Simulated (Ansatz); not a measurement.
```xyz
9

B    -0.1644   -0.2159   -0.3280
F     0.3608   -0.1636    2.1439
H     0.8553    0.3661   -0.5784
H    -1.2192    0.3623   -0.3185
O    -0.1308   -1.5832   -0.1588
Al   -0.8567   -3.1030   -0.4267
H    -0.4956   -4.2316    0.6017
H    -1.8092   -3.2950   -1.6617
H     0.6286   -0.9728    1.8248
```

Not at a stationary point (largest force 1.1 eV/Å).

The calculation used RHF/def2-SVP (Ansatz 0.2.0).

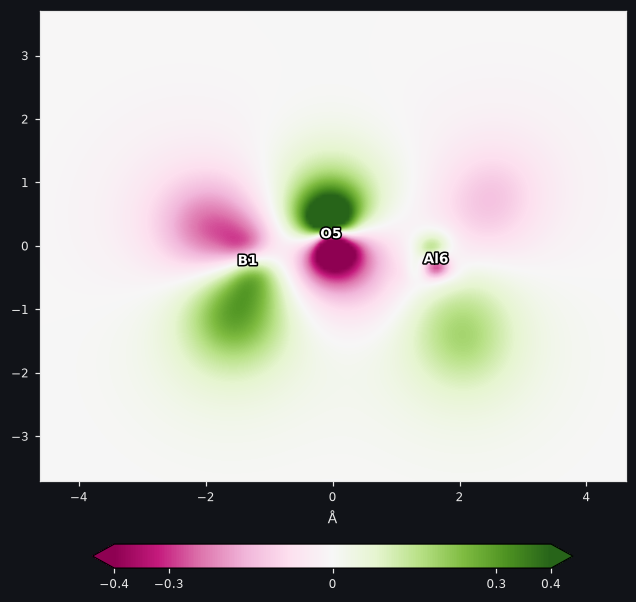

AlBH$_{4}$O···HF. The HOMO on the plane of atoms B1, O5 and Al6 (values in Å⁻³ᐟ²; the overall sign is arbitrary).

Q: Where does this orbital lie, and at what energy?

A: It lies mainly on O5 (about 25 %), B1 (about 20 %), H4 (about 15 %), H3 (about 15 %), Al6 (about 10 %) and H8 (about 10 %). Its energy is −11.75 eV.
